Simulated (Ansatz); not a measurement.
```xyz
9

Ga   -0.9622   -0.0082   -1.5121
Si    0.7847   -0.1436    1.2438
H    -0.0204   -0.5828   -2.6111
H    -2.2717   -0.6036   -0.9153
H     0.2518   -0.7956   -0.0111
Cl   -0.6198    2.0835   -1.0269
H     1.8599    0.7880    0.8456
H    -0.3363    0.5295    1.9313
H     1.3141   -1.2673    2.0556
```

The product side of a reaction path; geometry: PBE0-D4/def2-TZVP.

Theory: RKS PBE0-D4/def2-TZVPP (Ansatz).

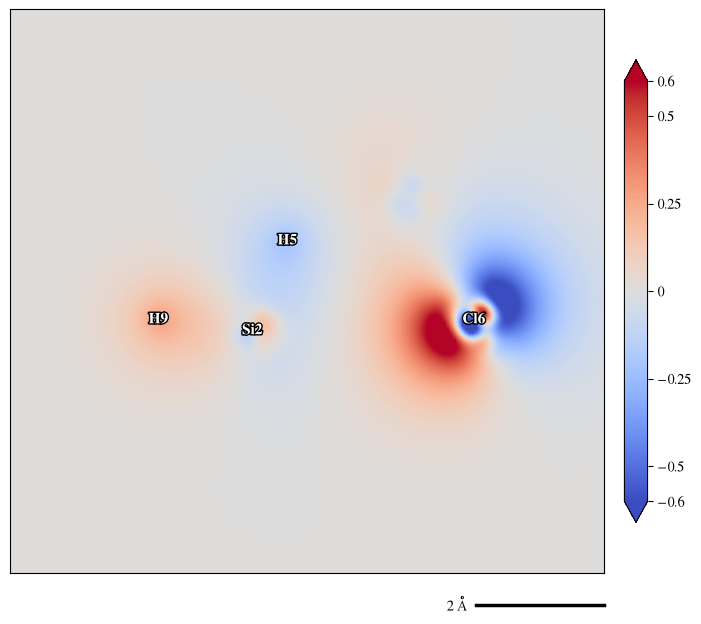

ClGaH2···SiH4. The HOMO−1 on the plane of atoms H5, Si2 and H9 (values in Å⁻³ᐟ²; the overall sign is arbitrary).

**Where does this orbital lie, and at what energy?**

By Hirshfeld shares it lies mainly on Cl6 (about 80 %) and Ga1 (about 5 %); largely a lone pair of Cl6. Its energy is −8.79 eV.
